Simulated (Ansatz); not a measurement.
# C2H3O3Si radical: basis-set convergence

Aim: see how fast density functionals converge with the basis set for C2H3O3Si radical.

The runs use Ansatz 0.2.0, Gaussian basis; one geometry, several basis sets.

The runs, in order: PBE0-D4/def2-SVP; ωB97M-V/def2-SVP; PBE0-D4/def2-QZVPP; ωB97M-V/def2-QZVPP; the functionals' def2-TZVPP values are taken from earlier runs.

## 1. The relaxed structure

The geometry comes from an earlier relaxation with PBE0-D4 in a triple-zeta def2 set; it is a stationary point, not always the lowest conformer.

9 atoms, charge 0, spin multiplicity 2.

Atoms are counted from 1 here; the program's logs count them from 0.

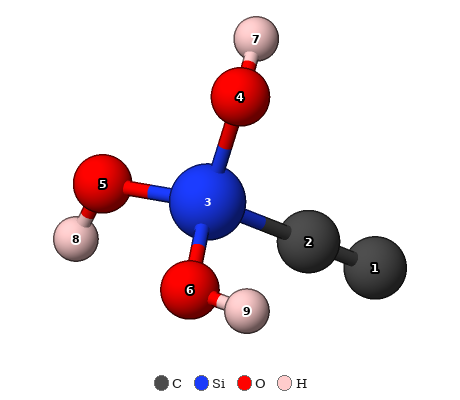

The geometry (carbon dark grey, silicon blue, oxygen red, hydrogen pink); atoms are numbered from 1 in the order of the file.

## 2. PBE0-D4 in def2-SVP

File in.yaml:

```yaml
crystal:
  periodic: [false, false, false]
  atoms:
    - {symbol: C, position_ang: [1.915464, -1.943839, 0.552311]}
    - {symbol: C, position_ang: [1.082821, -1.095826, 0.309871]}
    - {symbol: Si, position_ang: [-0.177953, 0.186731, -0.056298]}
    - {symbol: O, position_ang: [0.511387, 1.654868, -0.012521]}
    - {symbol: O, position_ang: [-0.802507, -0.070249, -1.531600]}
    - {symbol: O, position_ang: [-1.362622, 0.114733, 1.050038]}
    - {symbol: H, position_ang: [1.256531, 1.825922, -0.589970]}
    - {symbol: H, position_ang: [-1.206271, -0.919733, -1.714032]}
    - {symbol: H, position_ang: [-1.128348, 0.201293, 1.975001]}
basis:
  gaussian: {orbitals: def2-SVP}
magnetization: {spin_polarized: true, initial_magnetization: 1}
hamiltonian: {xc: pbe0, dispersion: d4}
output: {orbitals: {seedname: orbitals}}
```

On the command line:

```console
$ ansatz run in.yaml --threads 2 --pin off --events-out ev --progress --plain --max-ram 32768MiB --backend cpu
```

Log:

```text
Functional definition: PBE0
  name "PBE0"
  cite "Adamo & Barone, J. Chem. Phys. 110, 6158 (1999) doi:10.1063/1.478522"
  cite "Perdew, Burke & Ernzerhof, Phys. Rev. Lett. 77, 3865 (1996) doi:10.1103/PhysRevLett.77.3865"
  parent pbe
  parameter a = 0.25
  parameter kappa = 0.804
  parameter beta = 0.06672455060314922
  exchange = (1 - a)*pbe_x(kappa = kappa, mu = beta*pi^2/3) + a*exact_x
  correlation = pbe_c(beta = beta)
1001 factors; integrals over basis functions are off by at most 9.0e-4 eV
mean field evaluation 1: about -16107.8037 eV, gradient 5.6e1 eV
mean field evaluation 2: about -16091.6392 eV, gradient 8.3e1 eV
mean field evaluation 4: about -16118.8063 eV, gradient 6.5e0 eV
mean field evaluation 8: about -16119.1706 eV, gradient 7.4e-1 eV
mean field evaluation 16: about -16119.1806 eV, gradient 3.8e-3 eV
mean field evaluation 32: about -16118.9556 eV, gradient 9.9e-1 eV
mean field -16119.18058840 eV, -592.3689606506 hartree, gradient 1.8e-5 eV, S^2 0.788268; 2 other end points of the search recorded, 0 dependent functions left out
reference -16119.18061125 eV, -592.3689614903 hartree; 27, 26 occupied and 76, 77 virtual orbitals, 1001 factors
Total energy: -16119.36428946 eV, -592.3757115402 hartree
```

It took 4.5 s on 2 threads of AMD EPYC 7R13, shared host.

## 3. ωB97M-V in def2-SVP

in.yaml: that of step 2 with these lines changed.

```diff
@@ -15,3 +15,3 @@
 magnetization: {spin_polarized: true, initial_magnetization: 1}
-hamiltonian: {xc: pbe0, dispersion: d4}
+hamiltonian: {xc: {name: wB97M-V}}
 output: {orbitals: {seedname: orbitals}}
```

Same command.

Log, cut to the lines that bear on the results:

```text
Functional definition: wB97M-V
  name "wB97M-V"
  cite "Mardirossian & Head-Gordon, J. Chem. Phys. 144, 214110 (2016) doi:10.1063/1.4952647"
  cite "Becke, J. Chem. Phys. 107, 8554 (1997) doi:10.1063/1.475007"
  cite "Vydrov & Van Voorhis, J. Chem. Phys. 133, 244103 (2010) doi:10.1063/1.3521275"
  # Of w^i u^j: cxij and so on, Table III.
[...]
  gx(w, u) = 1 - cx + cx01*u + cx10*w
  gss(w, u) = css00 + css04*u^4 + css10*w + css20*w^2 + css43*w^4*u^3
  gos(w, u) = cos00 + cos10*w + (cos20 + cos21*u)*w^2 + (cos60 + cos61*u)*w^6
[...]
      + integral(e_c_pw_mod_opposite_spin*gos(b97_w_opposite, b97_u_opposite)) + vv10(b, c)
1001 factors; integrals over basis functions are off by at most 9.0e-4 eV
258 factors; integrals over basis functions are off by at most 1.0e-5 eV
[...]
mean field -16128.63870964 eV, -592.7165401955 hartree, gradient 3.3e-5 eV, S^2 0.778364; 4 other end points of the search recorded, 0 dependent functions left out
reference -16128.63874683 eV, -592.7165415621 hartree; 27, 26 occupied and 76, 77 virtual orbitals, 1001 factors
Total energy: -16128.63874683 eV, -592.7165415621 hartree
```

Run time: 18 s. Hardware: 2 threads of AMD EPYC 7R13, shared host.

## 4. PBE0-D4 in def2-QZVPP

in.yaml: that of step 3 with these lines changed.

```diff
@@ -13,5 +13,5 @@
 basis:
-  gaussian: {orbitals: def2-SVP}
+  gaussian: {orbitals: "def2-QZVPP.json"}
 magnetization: {spin_polarized: true, initial_magnetization: 1}
-hamiltonian: {xc: {name: wB97M-V}}
+hamiltonian: {xc: pbe0, dispersion: d4}
 output: {orbitals: {seedname: orbitals}}
```

On the command line:

```console
$ ansatz run in.yaml --threads 2 --pin off --events-out ev --progress --plain --max-ram 32768MiB --backend cuda --devices 0, --max-vram 18GiB
```

Log:

```text
Functional definition: PBE0
  name "PBE0"
  cite "Adamo & Barone, J. Chem. Phys. 110, 6158 (1999) doi:10.1063/1.478522"
  cite "Perdew, Burke & Ernzerhof, Phys. Rev. Lett. 77, 3865 (1996) doi:10.1103/PhysRevLett.77.3865"
  parent pbe
  parameter a = 0.25
  parameter kappa = 0.804
  parameter beta = 0.06672455060314922
  exchange = (1 - a)*pbe_x(kappa = kappa, mu = beta*pi^2/3) + a*exact_x
  correlation = pbe_c(beta = beta)
1439 factors; their error is unknown
mean field evaluation 1: about -16118.9963 eV, gradient 6.6e1 eV
mean field evaluation 2: about -16091.8157 eV, gradient 1.0e2 eV
mean field evaluation 4: about -16132.9466 eV, gradient 9.0e0 eV
mean field evaluation 8: about -16133.2968 eV, gradient 2.9e-1 eV
mean field evaluation 16: about -16133.3110 eV, gradient 3.1e-3 eV
mean field evaluation 32: about -16133.2614 eV, gradient 2.7e0 eV
mean field -16133.31101506 eV, -592.8882442526 hartree, gradient 1.2e-5 eV, S^2 0.785575; 4 other end points of the search recorded, 0 dependent functions left out
reference -16133.31105114 eV, -592.8882455784 hartree; 27, 26 occupied and 418, 419 virtual orbitals, 1439 factors
Total energy: -16133.49472936 eV, -592.8949956283 hartree
```

It took 11 s on 1 × H100 (card shared with other runs) with 2 threads of AMD EPYC 7R13, shared host; peak host memory 1 GiB.

## 5. ωB97M-V in def2-QZVPP

in.yaml: that of step 4 with these lines changed.

```diff
@@ -15,3 +15,3 @@
 magnetization: {spin_polarized: true, initial_magnetization: 1}
-hamiltonian: {xc: pbe0, dispersion: d4}
+hamiltonian: {xc: {name: wB97M-V}}
 output: {orbitals: {seedname: orbitals}}
```

The command is unchanged.

Log, cut to the lines that bear on the results:

```text
Functional definition: wB97M-V
  name "wB97M-V"
  cite "Mardirossian & Head-Gordon, J. Chem. Phys. 144, 214110 (2016) doi:10.1063/1.4952647"
  cite "Becke, J. Chem. Phys. 107, 8554 (1997) doi:10.1063/1.475007"
  cite "Vydrov & Van Voorhis, J. Chem. Phys. 133, 244103 (2010) doi:10.1063/1.3521275"
  # Of w^i u^j: cxij and so on, Table III.
[...]
  gx(w, u) = 1 - cx + cx01*u + cx10*w
  gss(w, u) = css00 + css04*u^4 + css10*w + css20*w^2 + css43*w^4*u^3
  gos(w, u) = cos00 + cos10*w + (cos20 + cos21*u)*w^2 + (cos60 + cos61*u)*w^6
[...]
      + integral(e_c_pw_mod_opposite_spin*gos(b97_w_opposite, b97_u_opposite)) + vv10(b, c)
1419 factors; their error is unknown
339 factors; integrals over basis functions are off by at most 1.4e-5 eV
[...]
mean field -16142.93963552 eV, -593.2420895279 hartree, gradient 1.5e-5 eV, S^2 0.776130; 4 other end points of the search recorded, 0 dependent functions left out
reference -16142.93969155 eV, -593.2420915870 hartree; 27, 26 occupied and 418, 419 virtual orbitals, 1419 factors
Total energy: -16142.93969155 eV, -593.2420915870 hartree
```

Run time: 19 s. Hardware: 1 × H100 (card shared with other runs) with 2 threads of AMD EPYC 7R13, shared host; peak host memory 1.2 GiB.

## 6. Functionals by basis

The def2-TZVPP values come from earlier runs at the same geometry.

```tsv
functional	basis	functions	energy (eV)	from the largest (eV)	HOMO (eV)	LUMO (eV)
PBE0-D4	def2-SVP	103	-16119.3643	14.130	-8.36	-4.62
PBE0-D4	def2-TZVPP	239	-16132.7371	0.758	-8.47	-4.80
PBE0-D4	def2-QZVPP	445	-16133.4947	0.000	-8.50	-4.83
ωB97M-V	def2-SVP	103	-16128.6387	14.301	-10.62	-2.70
ωB97M-V	def2-TZVPP	239	-16142.2355	0.704	-10.76	-2.99
ωB97M-V	def2-QZVPP	445	-16142.9397	0.000	-10.79	-3.05
```

## 7. Results

```
                                       quantity           value
PBE0-D4: double and triple zeta above quadruple  14.13, 0.76 eV
ωB97M-V: double and triple zeta above quadruple  14.30, 0.70 eV
```

In words: PBE0-D4 gains 13.37 eV from double to triple zeta, then 0.76 eV more. Total energies overstate the basis error of differences, where much of it tends to cancel.
